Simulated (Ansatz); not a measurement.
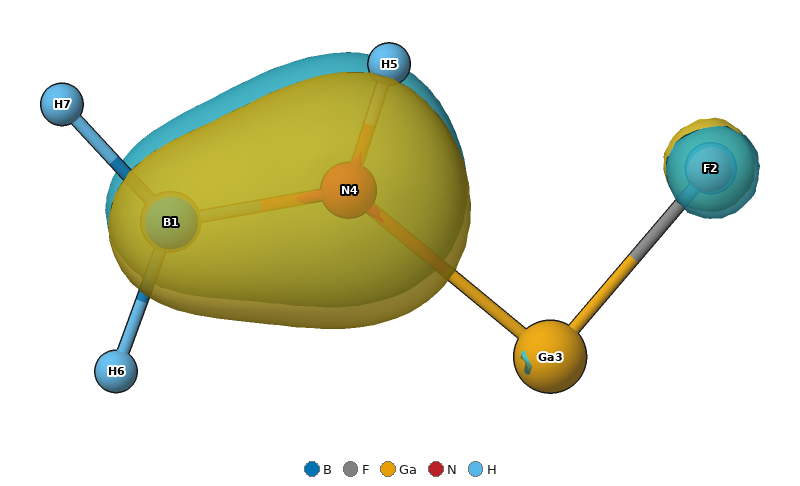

BFGaH₃N (SMILES B/[NH+]=[Ga-2]/[F]) (charge −1). The HOMO−1 at ±0.15 Å⁻³ᐟ² (yellow and cyan are the two phases), seen across its widest extent.

Geometry: PBE0-D3(BJ)/def2-SVPD.

Computed with Ansatz 0.2.0, isolated molecule in a Gaussian basis; Kohn-Sham density functional theory, functional PBE0.

The calculation's input:

```
crystal:
  periodic: [false, false, false]
  atoms:
    - symbol: B
      position_ang: [-0.515565, 0.377522, -0.647425]
    - symbol: F
      position_ang: [1.290973, 3.996453, 0.265941]
    - symbol: Ga
      position_ang: [1.726837, 2.485911, -0.795547]
    - symbol: "N"
      position_ang: [0.000945, 1.604227, -0.281940]
    - symbol: H
      position_ang: [-0.552298, 2.182731, 0.346398]
    - symbol: H
      position_ang: [0.115541, -0.350980, -1.401333]
    - symbol: H
      position_ang: [-1.602054, -0.028079, -0.244176]
basis:
  gaussian:
    orbitals: def2-TZVPD
output: {forces: true, orbitals: {seedname: orbitals}}
hamiltonian:
  xc: {name: PBE0}
total_charge: -1
```

Run with:

```sh
ansatz run input.yaml --threads 2 --pin off --max-ram 4350MiB --events-out events.jsonl --progress --plain --runs-dir runs
```

Describe this orbital and give its energy.

Answer. Its weight (Hirshfeld) is mainly on N4 (about 60 %), B1 (about 25 %) and Ga3 (about 5 %); it changes sign across the molecular plane (π type); π-bonding across B1–N4. Its energy is −3.53 eV.
